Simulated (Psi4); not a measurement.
**CuCl (cuprous chloride), step by step**

Aim: a geometry optimisation (singlet CuCl, PBE-D3(BJ)/aug-cc-pVDZ), then a single-point energy (doublet CuCl+, UPBE-D3(BJ)/aug-cc-pVDZ), then a structure relaxation (doublet CuCl+, UPBE-D3(BJ)/aug-cc-pVDZ), then the energy (singlet CuCl, PBE-D3(BJ)/aug-cc-pVDZ) of ClCu. 

The calculation is run with Psi4 1.11.

## (1) The molecule

The species is CuCl (2 atoms), meant as a singlet with charge 0. As SMILES, `[Cl][Cu]`. The shape is that of a PBE0-D4/def2-TZVP optimisation. The run starts from this shape.

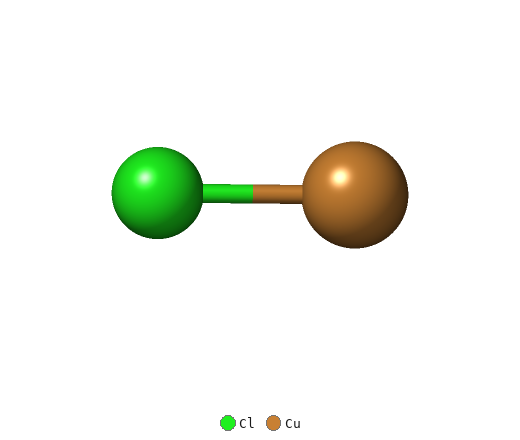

Viewed from a chosen angle; chlorine green, copper orange.

## (2) A structure relaxation at PBE-D3(BJ)/aug-cc-pVDZ (density fitting) (run 1)

Contents of job.dat:

```
memory 1600 MB

molecule geom {
  0 1
  Cl     0.898300    -0.345200     0.446400
  Cu    -0.868800     0.285000    -0.442400
}

set basis aug-cc-pVDZ

result, w = optimize("pbe-d3bj2b", return_wfn=True)
```

Run with:

```
psi4 job.dat job.out -n 1
```

job.out:

```text
[...]
  Running in c2v symmetry.
[...]
  Nuclear repulsion =  125.667077291083629
[...]
  Multiplicity = 1
[...]
  Nalpha       = 23
  Nbeta        = 23
[...]
    Number of basis functions: 86
[...]
   @DF-RKS iter   1: -2096.56547793346181    1.67896e+00   9.15347e-02 DIIS/ADIIS
[...]
   @DF-RKS iter   7: -2100.37341686425407   -3.63798e-12   9.49247e-09 DIIS
[...]
  @DF-RKS Final Energy: -2100.37341686425407
   => Energetics <=
    Nuclear Repulsion Energy =            125.5196232938718737
    One-Electron Energy =               -3172.8227192262447716
    Two-Electron Energy =                1041.9416780840360843
    DFT Exchange-Correlation Energy =     -95.0109970183119401
    Empirical Dispersion Energy =          -0.0010019976052790
    VV10 Nonlocal Energy =                  0.0000000000000000
    Total Energy =                      -2100.3734168642540681
[...]
 Multipole Moments:
 ------------------------------------------------------------------------------------
     Multipole            Electronic (a.u.)      Nuclear  (a.u.)        Total (a.u.)
 ------------------------------------------------------------------------------------
 L = 1.  Multiply by 2.5417464519 to convert [e a0] to [Debye]
 Dipole X            :          0.0000000            0.0000000            0.0000000
 Dipole Y            :          0.0000000            0.0000000            0.0000000
 Dipole Z            :         -3.9893309            2.2349346           -1.7543962
 Magnitude           :                                                    1.7543962
[...]
  -Total Gradient:
     Atom            X                  Y                   Z
    ------   -----------------  -----------------  -----------------
       1        0.000000000000    -0.000000000000    -0.000018331520
       2       -0.000000000000    -0.000000000000    -0.000014512181
[...]
```

On the terminal:

```text
Optimizer: Optimization complete!
```

Run time: 25 s. Hardware: 1 thread of AMD EPYC 9R45 (Zen 5), shared host; peak memory 0.91 GiB.

Step by step:

```csv
step,energy from the first frame kept (eV),largest force (eV/Å)
0,0.0000,0.0341
1,0.0000,0.0169
2,0.0000,0.0009
```

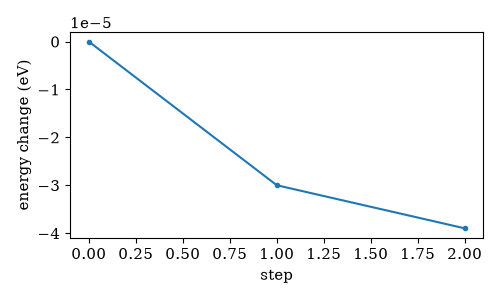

Energy along the run.

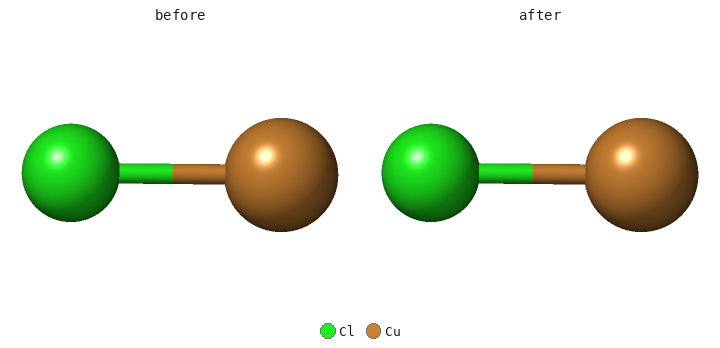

Before and after, at one scale.

After the run. Bond lengths: Cl1–Cu2 2.078 Å.

## (3) The doublet cation: the energy at UPBE-D3(BJ)/aug-cc-pVDZ (density fitting) (run 2)

Contents of run.py:

```python
import psi4

psi4.set_memory('1600 MB')
psi4.set_num_threads(1)
psi4.core.set_output_file('clcu.out', False)

molecule = psi4.geometry("""
1 2
Cl
Cu 1 2.078435
units angstrom
symmetry c1
""")

psi4.set_options({
    'reference': 'uks',
})

energy_value = psi4.energy("pbe-d3(bj)/aug-cc-pVDZ", molecule=molecule)
print(f'pbe-d3(bj)/aug-cc-pVDZ energy: {energy_value:.10f} Eh')
for k, v in sorted(psi4.core.scalar_variables().items()):
    print(f'{k:45s} {v:18.10f}')
```

Run with:

```
python run.py
```

clcu.out:

```text
[...]
  Running in c1 symmetry.
[...]
  Nuclear repulsion =  125.519616856100896
[...]
  Multiplicity = 2
[...]
  Nalpha       = 23
  Nbeta        = 22
[...]
    Number of basis functions: 86
[...]
   @DF-UKS iter   1: -2096.02952988400784    2.21248e+00   5.13245e-02 DIIS/ADIIS
[...]
   @DF-UKS iter  17: -2100.00986021629888   -5.85442e-09   2.21202e-07 DIIS
[...]
   @S^2 Observed:                7.519957908E-01
[...]
  @DF-UKS Final Energy: -2100.00986021629888
   => Energetics <=
    Nuclear Repulsion Energy =            125.5196168561008960
    One-Electron Energy =               -3158.4503934188851417
    Two-Electron Energy =                1027.6279223836627352
    DFT Exchange-Correlation Energy =     -94.7060040395753333
    Empirical Dispersion Energy =          -0.0010019976020086
    VV10 Nonlocal Energy =                  0.0000000000000000
    Total Energy =                      -2100.0098602162988755
[...]
 Multipole Moments:
 ------------------------------------------------------------------------------------
     Multipole            Electronic (a.u.)      Nuclear  (a.u.)        Total (a.u.)
 ------------------------------------------------------------------------------------
 L = 1.  Multiply by 2.5417464519 to convert [e a0] to [Debye]
 Dipole X            :          0.0000000            0.0000000            0.0000000
 Dipole Y            :          0.0000000            0.0000000            0.0000000
 Dipole Z            :          3.3406471           -2.2349348            1.1057123
 Magnitude           :                                                    1.1057123
[...]
```

The script printed:

```text
pbe-d3(bj)/aug-cc-pVDZ energy: -2100.0098602163 Eh
CURRENT ENERGY                                  -2100.0098602163
CURRENT REFERENCE ENERGY                        -2100.0098602163
DD SOLVATION ENERGY                                 0.0000000000
DFT FUNCTIONAL TOTAL ENERGY                     -2100.0088582187
DFT TOTAL ENERGY                                -2100.0098602163
DFT VV10 ENERGY                                     0.0000000000
DFT XC ENERGY                                     -94.7060040396
DISPERSION CORRECTION ENERGY                       -0.0010019976
GRID ELECTRONS ALPHA                               23.0000017292
GRID ELECTRONS BETA                                22.0000011144
GRID ELECTRONS TOTAL                               45.0000028436
NUCLEAR REPULSION ENERGY                          125.5196168561
ONE-ELECTRON ENERGY                             -3158.4503934189
PBE-D3(BJ) DISPERSION CORRECTION ENERGY            -0.0010019976
PCM POLARIZATION ENERGY                             0.0000000000
PE ENERGY                                           0.0000000000
SCF ITERATION ENERGY                            -2100.0098602163
SCF ITERATIONS                                     17.0000000000
SCF TOTAL ENERGY                                -2100.0098602163
TWO-ELECTRON ENERGY                              1027.6279223837
XC GRID RADIAL POINTS                              75.0000000000
XC GRID SPHERICAL POINTS                          302.0000000000
XC GRID TOTAL POINTS                            44703.0000000000
```

Wall time 7.8 s (1 thread of AMD EPYC 9R45 (Zen 5), shared host); peak memory 0.85 GiB.

## (4) The doublet cation: a structure relaxation at UPBE-D3(BJ)/aug-cc-pVDZ (density fitting) (run 3)

Contents of job.in:

```
memory 1.6 GB

molecule geom {
  1 2
  Cl
  Cu 1 2.078435
  symmetry c1
}

set basis aug-cc-pVDZ
set reference uks

energy_value = opt("pbe-d3(bj)")
print_variables()
```

Run with:

```
psi4 job.in job.out -n 1
```

job.out:

```text
[...]
  Running in c1 symmetry.
[...]
  Nuclear repulsion =  125.519616856100896
[...]
  Multiplicity = 2
[...]
  Nalpha       = 23
  Nbeta        = 22
[...]
    Number of basis functions: 86
[...]
   @DF-UKS iter   1: -2096.02952988400784    2.21248e+00   5.13245e-02 DIIS/ADIIS
[...]
   @DF-UKS iter  10: -2100.00990076668040    2.72848e-12   2.27734e-09 DIIS
[...]
   @S^2 Observed:                7.520081430E-01
[...]
  @DF-UKS Final Energy: -2100.00990076668040
   => Energetics <=
    Nuclear Repulsion Energy =            124.7284995079179168
    One-Electron Energy =               -3156.9163607657901593
    Two-Electron Energy =                1026.8834210325178447
    DFT Exchange-Correlation Energy =     -94.7044589521031384
    Empirical Dispersion Energy =          -0.0010015892230377
    VV10 Nonlocal Energy =                  0.0000000000000000
    Total Energy =                      -2100.0099007666804027
[...]
  -Total Gradient:
     Atom            X                  Y                   Z
    ------   -----------------  -----------------  -----------------
       1        0.000000000000     0.000000000000     0.000071958617
       2        0.000000000003    -0.000000000002    -0.000043549927
[...]
```

Standard output:

```text
Optimizer: Optimization complete!
```

Wall time 29 s (1 thread of AMD EPYC 9R45 (Zen 5), shared host); peak memory 0.92 GiB.

The path in brief:

```csv
step,energy from the first frame kept (eV),largest force (eV/Å)
0,0.0000,0.1692
1,-0.0008,0.0870
2,-0.0011,0.0037
```

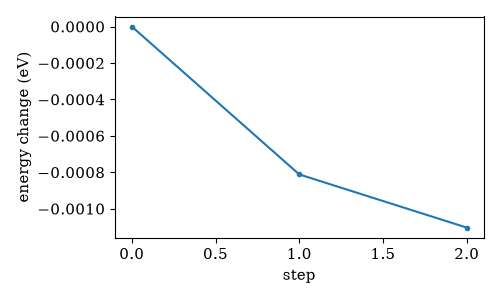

Energy along the run.

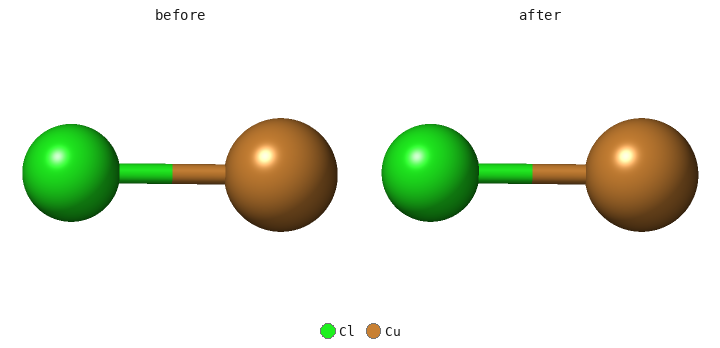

Before and after, at one scale.

After the run. Bond lengths: Cl1–Cu2 2.092 Å.

## (5) A single-point energy at PBE-D3(BJ)/aug-cc-pVDZ (density fitting) (run 4)

Contents of clcu.py:

```python
import psi4

psi4.set_memory('1600 MB')
psi4.set_num_threads(1)
psi4.core.set_output_file('psi4.out', False)

m = psi4.geometry("""
0 1
Cl     1.71369247    -0.65809334     0.85169767
Cu    -1.65077026     0.54177125    -0.84052939
units bohr
symmetry c1
""")

psi4.set_options({
    'basis': 'aug-cc-pVDZ',
    'reference': 'rks',
})

e = psi4.energy('pbe-d3(bj)', molecule=m)
print(f'pbe-d3(bj) energy: {e:.10f} Eh')
```

Run with:

```
python clcu.py
```

psi4.out:

```text
[...]
  Running in c1 symmetry.
[...]
  Nuclear repulsion =  124.728545425418076
[...]
  Multiplicity = 1
[...]
  Nalpha       = 23
  Nbeta        = 23
[...]
    Number of basis functions: 86
[...]
   @DF-RKS iter   1: -2096.56127646677896    1.66778e+00   5.11234e-02 DIIS/ADIIS
[...]
   @DF-RKS iter  12: -2100.37337434718620   -7.30734e-09   1.25501e-07 DIIS
[...]
  @DF-RKS Final Energy: -2100.37337434718620
   => Energetics <=
    Nuclear Repulsion Energy =            124.7285454254180763
    One-Electron Energy =               -3171.2626797379462005
    Two-Electron Energy =                1041.1709070412366600
    DFT Exchange-Correlation Energy =     -95.0091454866474834
    Empirical Dispersion Energy =          -0.0010015892471161
    VV10 Nonlocal Energy =                  0.0000000000000000
    Total Energy =                      -2100.3733743471861999
[...]
 Multipole Moments:
 ------------------------------------------------------------------------------------
     Multipole            Electronic (a.u.)      Nuclear  (a.u.)        Total (a.u.)
 ------------------------------------------------------------------------------------
 L = 1.  Multiply by 2.5417464519 to convert [e a0] to [Debye]
 Dipole X            :          0.0000000           -0.0000000            0.0000000
 Dipole Y            :          0.0000000            0.0000000            0.0000000
 Dipole Z            :         -4.0183389            2.2491095           -1.7692294
 Magnitude           :                                                    1.7692294
[...]
```

The script printed:

```text
pbe-d3(bj) energy: -2100.3733743472 Eh
```

Run time: 6.6 s. Hardware: 1 thread of AMD EPYC 9R45 (Zen 5), shared host; peak memory 0.84 GiB.

## (6) Results

| quantity | value |
| --- | --- |
| run 1, PBE-D3(BJ)/aug-cc-pVDZ: total energy at the end | -2100.37342 Eh |
| run 1, PBE-D3(BJ)/aug-cc-pVDZ: dipole moment | 4.46 D |
| run 1, PBE-D3(BJ)/aug-cc-pVDZ: HOMO energy | -6.03 eV |
| run 1, PBE-D3(BJ)/aug-cc-pVDZ: LUMO energy | -4.00 eV |
| run 1, PBE-D3(BJ)/aug-cc-pVDZ: HOMO–LUMO gap | 2.03 eV |
| run 1, PBE-D3(BJ)/aug-cc-pVDZ: bond length | 2.078 Å |
| run 1, PBE-D3(BJ)/aug-cc-pVDZ: dispersion energy | -2.63 kJ/mol |
| doublet cation, run 2: total energy | -2100.00986 Eh |
| doublet cation, run 2: HOMO energy (highest over α and β) | -13.85 eV |
| doublet cation, run 2: LUMO energy (lowest over α and β) | -13.82 eV |
| doublet cation, run 2: dispersion energy | -2.63 kJ/mol |
| doublet cation, run 2: ⟨S²⟩ | 0.752 |
| doublet cation, run 3: total energy at the end | -2100.00990 Eh |
| doublet cation, run 3: HOMO energy (highest over α and β) | -13.85 eV |
| doublet cation, run 3: LUMO energy (lowest over α and β) | -13.81 eV |
| doublet cation, run 3: bond length | 2.092 Å |
| doublet cation, run 3: dispersion energy | -2.63 kJ/mol |
| doublet cation, run 3: ⟨S²⟩ | 0.752 |
| run 4, PBE-D3(BJ)/aug-cc-pVDZ: total energy | -2100.37337 Eh |
| run 4, PBE-D3(BJ)/aug-cc-pVDZ: dipole moment | 4.50 D |
| run 4, PBE-D3(BJ)/aug-cc-pVDZ: LUMO energy | -4.02 eV |
| run 4, PBE-D3(BJ)/aug-cc-pVDZ: HOMO–LUMO gap | 2.01 eV |
| adiabatic ionisation energy (to the doublet cation, no zero-point term) | 9.892 eV |

What this shows: The adiabatic ionisation energy (to the doublet cation, no zero-point term) is 9.89 eV (228 kcal/mol). The optimisation (run 1, PBE-D3(BJ)/aug-cc-pVDZ) took 3 steps and changed the energy by -0.000 eV. The optimisation (doublet cation, run 3) took 3 steps and changed the energy by -0.001 eV.
